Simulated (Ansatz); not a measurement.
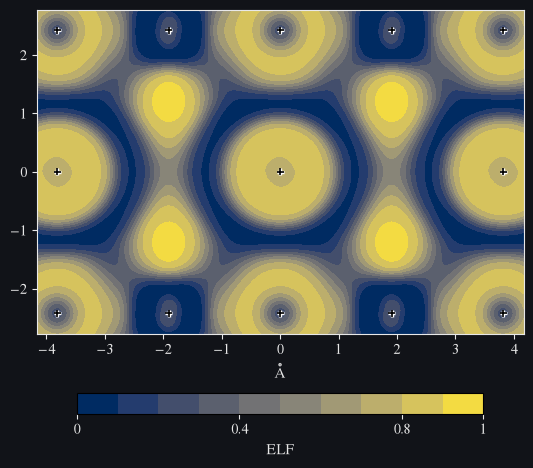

The electron localisation function on a plane through atoms (crosses mark nuclei in the plane).

The calculation used Ansatz, DFT PBE, scalar-relativistic, plane waves, PAW.

Candidates:
A. Al5Ni2Pd3, a = 2.98 Å, b = 2.98 Å, c = 15.29 Å, α = 90.00°, β = 90.00°, γ = 90.00°. Space group P4/mmm; a structure generated by program, which may or may not match a known phase; computed without spin polarisation.
B. CaAlO, a = 3.82 Å, b = 4.84 Å, c = 7.23 Å, α = 90.00°, β = 90.00°, γ = 90.00°. Space group Immm; a structure generated by program, which may or may not match a known phase; computed without spin polarisation.
C. Al5Fe3Co2, a = 2.86 Å, b = 2.86 Å, c = 14.34 Å, α = 90.00°, β = 90.00°, γ = 90.00°. Space group P4/mmm; a structure generated by program, which may or may not match a known phase; spin-polarised.

Q: Which candidate gave the map?

A: Candidate B: CaAlO on the (001) plane of the conventional cell, which holds Ca, Al and O. Al–O (1.91 Å): the ELF peaks at about 0.85 in the valence shell of O, 0.6 Å from its nucleus, and is about 0.70 at the midpoint. Ca–O (2.42 Å): the ELF is about 0.10 at the midpoint: no shared electron pair shows on this line.
